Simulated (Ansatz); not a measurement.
# CH₂BO radical (SMILES [CH2]B=O): single points off equilibrium

How do the functionals fare away from a minimum? The structure is a structure displaced at random from a GFN2-xTB minimum.

Method: single points in def2-TZVPP; program: Ansatz 0.2.0, Gaussian basis.

Correlated methods freeze the cores. Orbitals are unrestricted.

### Step 1. The starting structure

SMILES `[CH2]B=O`, 5 atoms, charge 0, spin multiplicity 2.

Atoms are counted from 1 here; the program's logs count them from 0.

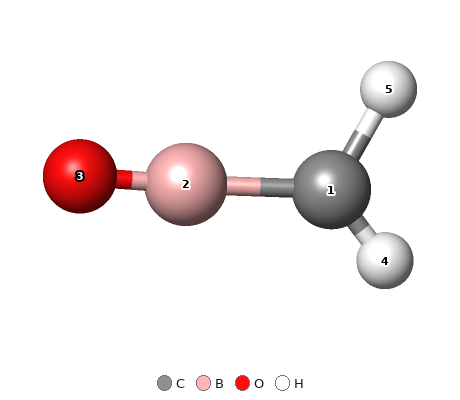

As it starts; carbon grey, boron pink, oxygen red, hydrogen white; atoms are numbered from 1 in the order of the file.

Geometry (Å):

```xyz
5
charge 0, multiplicity 2
C    -0.3365    0.2534   -0.4334
B     0.4953   -0.5673    0.5654
O     1.1954   -1.1103    1.2707
H    -0.8200   -0.0384   -1.1891
H    -0.5499    1.4248   -0.1702
```

### Step 2. CCSD(T)/def2-TZVPP

Contents of run/in.yaml:

```yaml
crystal:
  periodic: [false, false, false]
  atoms:
    - {symbol: C, position_ang: [-0.336500, 0.253400, -0.433400]}
    - {symbol: B, position_ang: [0.495300, -0.567300, 0.565400]}
    - {symbol: O, position_ang: [1.195400, -1.110300, 1.270700]}
    - {symbol: H, position_ang: [-0.820000, -0.038400, -1.189100]}
    - {symbol: H, position_ang: [-0.549900, 1.424800, -0.170200]}
basis:
  gaussian: {orbitals: def2-TZVPP}
magnetization: {spin_polarized: true, initial_magnetization: 1}
correlation: {method: ccsd_t}
scf: {omitted_lower_state_checks: [cluster_reference]}
output: {forces: true}
```

The command line of these runs was not kept.

Log, cut to the lines that bear on the results:

```text
Functional definition: HF
  name "HF"
  cite "Fock, Z. Phys. 61, 126 (1930) doi:10.1007/BF01340294"
  parent pbe
[...]
744 factors; integrals over basis functions are off by at most 7.9e-4 eV
[...]
mean field -3772.04266986 eV, -138.6200113350 hartree, gradient 1.5e-6 eV, S^2 0.764700; 0 other end points of the search recorded, 0 dependent functions left out
3 core orbitals not correlated: weight in the atoms' cores, before any rotation towards them, 1.000 or more for the frozen orbitals, at most 0.000 for the correlated occupied ones
reference -3772.04266986 eV, -138.6200113350 hartree; 8, 7 occupied and 110, 111 virtual orbitals, 744 factors
second order -12.29945295 eV of doubles, -0.00000000 eV of singles
cycle   1  -12.38971156 eV  change   -9.0e-2 eV  update   8.9e-2
[...]
cycle  13  -12.80247336 eV  change   -3.1e-6 eV  update   2.0e-6
perturbative correction -0.50631376 eV, -0.0186066876 hartree
[...]
Total energy: -3785.35145698 eV, -139.1091002406 hartree
Atom 0 at    -0.336500     0.253400    -0.433400 Å, force     3.149768     5.300067     7.123367 eV/Å
Atom 1 at     0.495300    -0.567300     0.565400 Å, force    -5.803979     4.881544    -6.454192 eV/Å
Atom 2 at     1.195400    -1.110300     1.270700 Å, force     5.517513    -4.478374     5.806979 eV/Å
Atom 3 at    -0.820000    -0.038400    -1.189100 Å, force    -3.582627    -2.628664    -5.897712 eV/Å
Atom 4 at    -0.549900     1.424800    -0.170200 Å, force     0.719325    -3.074574    -0.578441 eV/Å
Dipole moment:    -0.411181     0.325666    -0.397880 e Å
Checks for a lower state left out: cluster_reference
```

It took 46 s on 4 threads, shared host; peak memory 2.1 GiB.

### Step 3. PBE0-D4/def2-TZVPP

Changes to run/in.yaml since step 2:

```diff
@@ -11,4 +11,3 @@
 magnetization: {spin_polarized: true, initial_magnetization: 1}
-correlation: {method: ccsd_t}
-scf: {omitted_lower_state_checks: [cluster_reference]}
-output: {forces: true}
+hamiltonian: {xc: pbe0, dispersion: d4}
+output: {forces: true, orbitals: {seedname: orbitals}}
```

The log in run was not kept; the run's report gives a total energy of -3788.666308 eV.

Wall time 0.95 s (4 threads, shared host); peak memory 0.18 GiB.

### Step 4. wB97M-V/def2-TZVPP

Changes to run/in.yaml since step 3:

```diff
@@ -11,3 +11,3 @@
 magnetization: {spin_polarized: true, initial_magnetization: 1}
-hamiltonian: {xc: pbe0, dispersion: d4}
-output: {forces: true, orbitals: {seedname: orbitals}}
+hamiltonian: {xc: {name: wB97M-V}}
+output: {forces: true}
```

Log, cut to the lines that bear on the results:

```text
Functional definition: wB97M-V
  name "wB97M-V"
  cite "Mardirossian & Head-Gordon, J. Chem. Phys. 144, 214110 (2016) doi:10.1063/1.4952647"
  cite "Becke, J. Chem. Phys. 107, 8554 (1997) doi:10.1063/1.475007"
  cite "Vydrov & Van Voorhis, J. Chem. Phys. 133, 244103 (2010) doi:10.1063/1.3521275"
  # Of w^i u^j: cxij and so on, Table III.
[...]
  gx(w, u) = 1 - cx + cx01*u + cx10*w
  gss(w, u) = css00 + css04*u^4 + css10*w + css20*w^2 + css43*w^4*u^3
  gos(w, u) = cos00 + cos10*w + (cos20 + cos21*u)*w^2 + (cos60 + cos61*u)*w^6
[...]
      + integral(e_c_pw_mod_opposite_spin*gos(b97_w_opposite, b97_u_opposite)) + vv10(b, c)
618 factors; their error is unknown
154 factors; integrals over basis functions are off by at most 1.5e-5 eV
[...]
mean field -3791.77449876 eV, -139.3451426725 hartree, gradient 6.4e-5 eV, S^2 0.754355; 0 other end points of the search recorded, 0 dependent functions left out
[...]
reference -3791.77454102 eV, -139.3451442254 hartree; 11, 10 occupied and 110, 111 virtual orbitals, 618 factors
Total energy: -3791.77454102 eV, -139.3451442254 hartree
Atom 0 at    -0.336500     0.253400    -0.433400 Å, force     3.201405     5.166796     7.218075 eV/Å
Atom 1 at     0.495300    -0.567300     0.565400 Å, force    -5.396806     4.614460    -6.085313 eV/Å
Atom 2 at     1.195400    -1.110300     1.270700 Å, force     4.978468    -4.065372     5.269484 eV/Å
Atom 3 at    -0.820000    -0.038400    -1.189100 Å, force    -3.514980    -2.564663    -5.796337 eV/Å
Atom 4 at    -0.549900     1.424800    -0.170200 Å, force     0.731912    -3.151221    -0.605908 eV/Å
Dipole moment:    -0.429678     0.343141    -0.416218 e Å
```

Wall time 2.5 s (4 threads, shared host); peak memory 0.28 GiB.

### Step 5. r2SCAN-D4/def2-TZVPP

Changes to run/in.yaml since step 4:

```diff
@@ -11,3 +11,3 @@
 magnetization: {spin_polarized: true, initial_magnetization: 1}
-hamiltonian: {xc: {name: wB97M-V}}
+hamiltonian: {xc: r2scan, dispersion: d4}
 output: {forces: true}
```

Log, cut to the lines that bear on the results:

```text
Functional definition: r2SCAN
  name "r2SCAN"
  cite "Furness, Kaplan, Ning, Perdew & Sun, J. Phys. Chem. Lett. 11, 8208 (2020) doi:10.1021/acs.jpclett.0c02405"
  cite "Furness, Kaplan, Ning, Perdew & Sun, J. Phys. Chem. Lett. 11, 9248 (2020) doi:10.1021/acs.jpclett.0c03077"
  parent r2scan
[...]
618 factors; their error is unknown
[...]
mean field -3791.10374995 eV, -139.3204931084 hartree, gradient 4.0e-5 eV, S^2 0.757516; 0 other end points of the search recorded, 0 dependent functions left out
[...]
reference -3791.10376289 eV, -139.3204935839 hartree; 11, 10 occupied and 110, 111 virtual orbitals, 618 factors
Total energy: -3791.11669160 eV, -139.3209687049 hartree
Atom 0 at    -0.336500     0.253400    -0.433400 Å, force     3.374166     4.997656     7.372252 eV/Å
Atom 1 at     0.495300    -0.567300     0.565400 Å, force    -5.709173     4.870042    -6.398795 eV/Å
Atom 2 at     1.195400    -1.110300     1.270700 Å, force     5.213123    -4.240065     5.501498 eV/Å
Atom 3 at    -0.820000    -0.038400    -1.189100 Å, force    -3.586539    -2.577935    -5.891083 eV/Å
Atom 4 at    -0.549900     1.424800    -0.170200 Å, force     0.708424    -3.049698    -0.583872 eV/Å
Dipole moment:    -0.417538     0.335831    -0.405984 e Å
```

It took 1.5 s on 4 threads, shared host; peak memory 0.16 GiB.

### Step 6. PBE-D4/def2-TZVPP

Changes to run/in.yaml since step 5:

```diff
@@ -11,3 +11,3 @@
 magnetization: {spin_polarized: true, initial_magnetization: 1}
-hamiltonian: {xc: r2scan, dispersion: d4}
+hamiltonian: {xc: pbe, dispersion: d4}
 output: {forces: true}
```

The log in run was not kept; the run's report gives a total energy of -3788.424602 eV.

Run time: 0.75 s. Hardware: 4 threads, shared host; peak memory 0.12 GiB.

### Step 7. BHLYP-D4/def2-TZVPP

Changes to run/in.yaml since step 6:

```diff
@@ -11,3 +11,3 @@
 magnetization: {spin_polarized: true, initial_magnetization: 1}
-hamiltonian: {xc: pbe, dispersion: d4}
+hamiltonian: {xc: {name: BHLYP}, dispersion: d4}
 output: {forces: true}
```

The log in run was not kept; the run's report gives a total energy of -3791.424588 eV.

It took 0.9 s on 4 threads, shared host; peak memory 0.19 GiB.

### Step 8. SPW92/def2-TZVPP

Changes to run/in.yaml since step 7:

```diff
@@ -11,3 +11,3 @@
 magnetization: {spin_polarized: true, initial_magnetization: 1}
-hamiltonian: {xc: {name: BHLYP}, dispersion: d4}
+hamiltonian: {xc: lda}
 output: {forces: true}
```

The log in run was not kept; the run's report gives a total energy of -3760.542998 eV.

Run time: 0.45 s. Hardware: 4 threads, shared host; peak memory 0.11 GiB.

### Step 9. Comparison

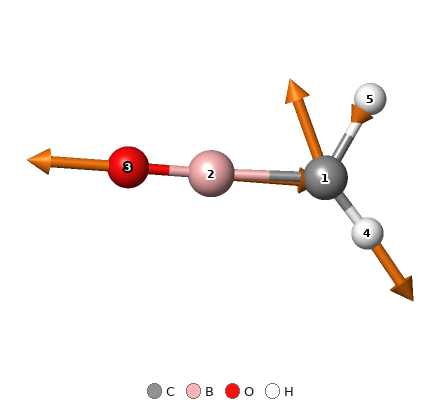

Forces at CCSD(T); the longest arrow is 9.96 eV/Å.

```
   method  RMS force component (eV/Å)  RMS error against CCSD(T) (eV/Å)  angle to CCSD(T) forces (°)  dipole (D)
  CCSD(T)                       4.740                                 0                            0        3.16
  PBE0-D4                       4.579                             0.294                          3.0        3.30
  wB97M-V                       4.538                             0.280                          2.4        3.31
r2SCAN-D4                       4.674                             0.176                          2.0        3.23
   PBE-D4                       4.881                             0.242                          2.3        3.08
 BHLYP-D4                       4.271                             0.668                          6.1        3.47
    SPW92                       4.798                             0.359                          4.3        3.13
```

Energy less the free neutral atoms in their ground states at the same level (atoms from separate runs):

```csv
method,rung,energy less atoms (kJ/mol),from CCSD(T) (kJ/mol)
SPW92,LDA,-2361.4,-382.3
PBE-D4,GGA,-2119.0,-139.9
r2SCAN-D4,meta-GGA,-2081.6,-102.5
PBE0-D4,hybrid,-2065.2,-86.1
BHLYP-D4,hybrid,-1986.3,-7.2
wB97M-V,range-separated hybrid,-2057.7,-78.6
Hartree-Fock,wavefunction,-1522.7,+456.4
MP2,wavefunction,-2049.7,-70.6
CCSD,wavefunction,-1946.5,+32.6
CCSD(T),wavefunction,-1979.1,0
```

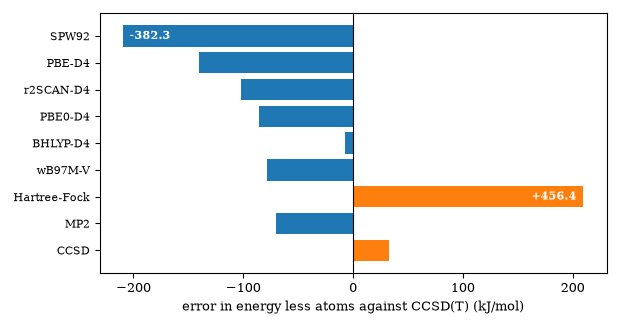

Error of each method against CCSD(T). Bars with a number in them are cut short.

What each level took, beside its miss in the forces (shared host):

```csv
method,time,RMS force error (eV/Å)
CCSD(T),46 s,0
PBE0-D4,0.95 s,0.294
wB97M-V,2.5 s,0.280
r2SCAN-D4,1.5 s,0.176
PBE-D4,0.75 s,0.242
BHLYP-D4,0.9 s,0.668
SPW92,0.45 s,0.359
```

### Step 10. Outcome

```
                                  quantity                                                                                          value
energy less free atoms, CCSD(T)/def2-TZVPP                                                                                 -1979.1 kJ/mol
                       RMS force component                                                           4.271 to 4.881 eV/Å over the methods
                           RMS force error  PBE0-D4 0.294, wB97M-V 0.280, r2SCAN-D4 0.176, PBE-D4 0.242, BHLYP-D4 0.668, SPW92 0.359 eV/Å
                    HOMO and LUMO, PBE0-D4                                                                             -8.08 and -3.31 eV
                             T1 diagnostic                                                                                          0.017
```

In words: Against CCSD(T) the functionals' energies less atoms differ by -382.3 to -7.2 kJ/mol, PBE-D4 by -139.9 kJ/mol. A larger basis would deepen the CCSD(T) value, while the functionals are nearly converged already, so the order here is not reliable. The forces of r2SCAN-D4 come nearest to CCSD(T), those of BHLYP-D4 are farthest.
